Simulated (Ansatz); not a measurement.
# How many bands does the GW gap of VBiO4 (I4_1/a) need?, part 2 of 2

Aim: see how the G0W0 gap of VBiO4 (I4_1/a) on PBE moves with empty bands and screening cutoff, and what each rung costs.

Ansatz 0.2.0; G0W0 on PBE, plane waves, PAW; PAW set soft_1. Known limits of the many-body steps: not at the basis limit; no spin polarisation; d states lean on the start; no spin-orbit coupling.

So far. Step 4 (833 empty bands, screening to 180 eV): Against the run with 4×4×4 mesh, 387 empty bands, screening to 108 eV, PAW set soft_1 files, the gap moves by +0.06 eV.

## 5. Changing the frequency model: 4×4×4 mesh, 833 empty bands, screening to 180 eV, plasmon pole, PAW set soft_1 files

A plasmon pole stands in for the full frequency dependence of the screening; this run shows what that costs in accuracy.

Input file input.yaml:

```yaml
crystal:
  lattice:
    - [-2.56105292, 2.56105292, 5.7960647]
    - [2.56105292, -2.56105292, 5.7960647]
    - [2.56105292, 2.56105292, -5.7960647]
  atoms:
    - { symbol: V, position: [0.5, 0.5, 0.0] }
    - { symbol: V, position: [0.25, 0.75, 0.5] }
    - { symbol: Bi, position: [0.0, 0.0, 0.0] }
    - { symbol: Bi, position: [0.75, 0.25, 0.5] }
    - { symbol: O, position: [0.17085109, 0.56190276, 0.89100626] }
    - { symbol: O, position: [0.31190276, 0.9208965, 0.89105167] }
    - { symbol: O, position: [0.02984483, 0.42085109, 0.10894833] }
    - { symbol: O, position: [0.6708965, 0.27984483, 0.10899374] }
    - { symbol: O, position: [0.0791035, 0.97015517, 0.39100626] }
    - { symbol: O, position: [0.72015517, 0.82914891, 0.39105167] }
    - { symbol: O, position: [0.57914891, 0.68809724, 0.60899374] }
    - { symbol: O, position: [0.43809724, 0.3291035, 0.60894833] }
kpoints:
  mp_grid: { grid: [4, 4, 4] }
hamiltonian:
  xc: pbe
  pseudopotentials: { kind: paw, azcp: { folder: soft_1 } }
scf:
  occupations: { method: fixed }
gw:
  n_empty_bands: 833
  ecut_chi: 180.0
  qp_bands: [v4, c4]
  qp_kpoints: band_edges
  screening: { model: godby_needs }
```

Run with:

```
ansatz run input.yaml --threads 2 --pin off --max-ram 92160MiB --backend cuda --events-out ev --progress --plain --runs-dir out --devices 1 --max-vram 13GiB
```

Numbers of over 12 decimals in the logs are rounded to 6 here.

Log:

```text
GPUs: using 1 of 1 available (devices: 1).
[...]
GPU FFT provider: cuFFT
GPU libraries: cuBLAS 13.8.2, cuFFT 12.4.0, cuSOLVER 12.3.4
Crystal: 12 atoms, lattice volume = 152.065 Å³
Basis set: ecut = 420 eV, 2995 PW (Γ)
Bands: 64, of which v1, the nominal top of the filled ones, is band 52 counted from 1 (51 counted from 0)
Symmetry: 8 space group operations
[...]
k-points: 14 of 64
[...]
0    56     12.2137   -17.4396    -6.2116   -24.9346  0.7423    13.4989    13.4970  root
[...]
13    53     11.7739   -17.0069    -6.2347   -24.5359  0.7505    13.0810    13.0682  root
    13    54     11.7739   -17.0069    -6.2347   -24.5359  0.7505    13.0810    13.0682  root
    13    55     11.8534   -16.8140    -6.1566   -24.2603  0.7534    13.1571    13.1432  root
    13    56     11.8534   -16.8140    -6.1566   -24.2603  0.7534    13.1571    13.1432  root
[key lines of the parts left out:]
SCF converged after 10 iterations
Free energy (F): -35166.499152 eV
Fermi energy:    8.798492 eV
```

It took 6.1 min on 1 × NVIDIA H100 80GB HBM3 (shared by 6 runs) with 2 threads of AMD EPYC 7R13 (Zen 3), shared host; peak memory 9 GiB.

Numbers from this step:

```
bands summed                                 : 885
plasmon-pole fit frequency                   : 30.71 eV
RPA ε∞ on this mesh (eigenvalues)            : 6.049, 7.249, 7.249
plane waves in the screening matrix          : 841
G0W0 gap on the mesh                         : 3.570 eV
k of the valence top                         : 0, 0.25, 0.25
k of the conduction bottom                   : 0, -0.5, 0
starting gap on the mesh                     : 2.217 eV
least direct G0W0 gap on the computed points : 3.571 eV
```

Against the run with 4×4×4 mesh, 833 empty bands, screening to 180 eV, PAW set soft_1 files, the gap moves by +0.013 eV.

## 6. Changing the files and raising the bands: 4×4×4 mesh, 1236 empty bands, screening to 234 eV, hard PAW files

Other atomic data (hard PAW) test the pseudisation: the cutoff goes from 420 to 930 eV and the valence electrons from 104 to 120, which opens shells that were frozen. Bands and screening cutoff change too, so the step is no clean test of the files.

This step: G0W0 on PBE, plane waves, PAW.

Edit input.yaml of step 5 so:

```diff
@@ -22,3 +22,3 @@
   xc: pbe
-  pseudopotentials: { kind: paw, azcp: { folder: soft_1 } }
+  pseudopotentials: { kind: paw, source: ansatz }
 scf:
@@ -26,6 +26,6 @@
 gw:
-  n_empty_bands: 833
-  ecut_chi: 180.0
+  n_empty_bands: 1236
+  ecut_chi: 234.0
   qp_bands: [v4, c4]
   qp_kpoints: band_edges
-  screening: { model: godby_needs }
+  screening: { model: contour_deformation }
```

Log:

```text
GPUs: using 1 of 1 available (devices: 1).
[...]
GPU FFT provider: cuFFT
GPU libraries: cuBLAS 13.8.2, cuFFT 12.4.0, cuSOLVER 12.3.4
Crystal: 12 atoms, lattice volume = 152.065 Å³
Basis set: ecut = 930 eV, 9761 PW (Γ)
Bands: 72, of which v1, the nominal top of the filled ones, is band 60 counted from 1 (59 counted from 0)
Symmetry: 8 space group operations
[...]
k-points: 14 of 64
[...]
0    64     12.8409   -17.4485    -6.6905   -24.9398  0.6742    13.6669    13.6418  root
[...]
13    61     12.3983   -17.0130    -6.6693   -24.5411  0.6858    13.2789    13.2570  root
    13    62     12.3983   -17.0130    -6.6693   -24.5411  0.6858    13.2789    13.2570  root
    13    63     12.4783   -16.8176    -6.5685   -24.2616  0.6948    13.3740    13.3538  root
    13    64     12.4783   -16.8176    -6.5685   -24.2616  0.6948    13.3740    13.3538  root
[key lines of the parts left out:]
SCF converged after 10 iterations
Free energy (F): -42515.002325 eV
Fermi energy:    9.430311 eV
```

Wall time 5.6 min (1 × NVIDIA H100 80GB HBM3 (shared by 6 runs) with 2 threads); peak memory 7.7 GiB.

This step gave:

```yaml
bands_summed: 1296
rpa_eps_infinity_on_this_mesh_eigenvalues: 6.046, 7.250, 7.250
plane_waves_in_the_screening_matrix: 1267
g0w0_gap_on_the_mesh: 3.502 eV
k_of_the_valence_top: 0, 0.25, 0.25
k_of_the_conduction_bottom: 0, -0.5, 0
starting_gap_on_the_mesh: 2.209 eV
least_direct_g0w0_gap_on_the_computed_points: 3.504 eV
```

Against the run with 4×4×4 mesh, 833 empty bands, screening to 180 eV, PAW set soft_1 files, the gap moves by −0.06 eV.

## 7. Convergence and cost

Times are wall times on 1 × NVIDIA H100 80GB HBM3 (shared by 6 runs) with 2 threads of AMD EPYC 7R13 (Zen 3), shared host, good to a factor of about two.

| mesh | files | frequency | bands summed | cutoff (eV) | start (eV) | G0W0 (eV) | time | host memory (GiB) |
| --- | --- | --- | --- | --- | --- | --- | --- | --- |
| 4×4×4 | PAW set soft_1 | contour deformation | 189 | 54 | 2.217 | 3.622 | 24 s | 1.3 |
| 4×4×4 | PAW set soft_1 | contour deformation | 439 | 108 | 2.217 | 3.492 | 55 s | 1.8 |
| 4×4×4 | PAW set soft_1 | contour deformation | 885 | 180 | 2.217 | 3.557 | 4.4 min | 3.4 |
| 4×4×4 | PAW set soft_1 | plasmon pole | 885 | 180 | 2.217 | 3.570 | 6.1 min | 9.0 |
| 4×4×4 | hard PAW | contour deformation | 1296 | 234 | 2.209 | 3.502 | 5.6 min | 7.7 |

How the two edges are built up, in eV (the quasiparticle level is the starting level plus Σx plus Σc less Vxc):

```csv
run,edge,start,Σx,Σc,Vxc,Z,QP
189 bands,valence top,8.79,-24.54,3.53,-21.26,0.74,9.04
189 bands,conduction bottom,11.02,-15.75,-5.49,-22.89,0.73,12.66
439 bands,valence top,8.80,-24.61,3.32,-21.22,0.74,8.73
439 bands,conduction bottom,11.02,-15.75,-5.93,-22.89,0.72,12.22
885 bands,valence top,8.80,-24.61,3.04,-21.22,0.73,8.45
885 bands,conduction bottom,11.02,-15.75,-6.15,-22.89,0.71,12.01
```

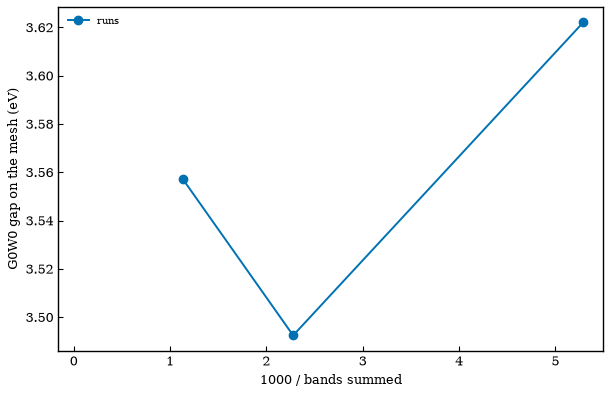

The gap against one over the number of bands.

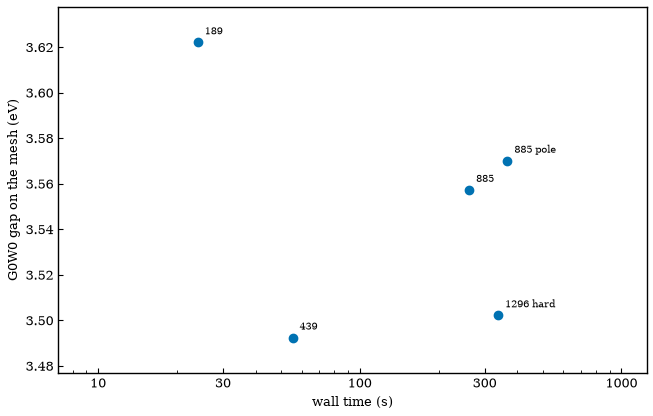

Result against wall time.

## 8. Results

| Property | Result |
| --- | --- |
| 189 bands, 54 eV | 3.622 eV |
| 439 bands, 108 eV | 3.492 eV |
| 885 bands, 180 eV | 3.557 eV |
| mesh and start | 4×4×4, PBE |

What this shows: From 189 to 885 bands the gap moves by −0.06 eV while the time grows 11-fold. The gap turns back along the series, so no limit is drawn from it. The plasmon-pole model gives +0.01 eV against contour deformation, 1 % of the correction, and saved no time in this program. With hard PAW files and 1296 bands the gap is 3.50 eV. The 4×4×4 mesh misses a band edge: over a band path and its finer mesh (run apart) the PBE gap is 2.11 eV, so the G0W0 gap over the zone may lie about 0.11 eV below its value on the mesh. Where an edge is built on 6p states of lead, bismuth or thallium, scalar-relativistic gaps usually stand too wide, by a few tenths to over one eV. The runs have no spin polarisation. For a closed low-spin shell that is the natural state; where a d or f shell is open it is a constraint, and the gap is then not the crystal's own. With d states at the gap, one-shot GW leans hard on its start. The many-body steps are scalar-relativistic: spin-orbit coupling is not in them.

[Paths, hosts, dates, memory and timing lines, banners, echoed tables and standing remarks are left out of the program output.]

[Logs are printed without paths, hosts, clocks, repeated set-up lines and the standing remarks that a program may print on its own settings, such as how far it seeks lower states.]

[Runs of the session that timed out or met a known fault of the program may be left out.]

[Cells called generated may have been cut or substituted from an entry of the Crystallography Open Database or the Materials Project.]

[Hosts, paths, dates, database ids (printed as entryN), source tags and the programs' standing remarks are cut or masked in the printed files.]
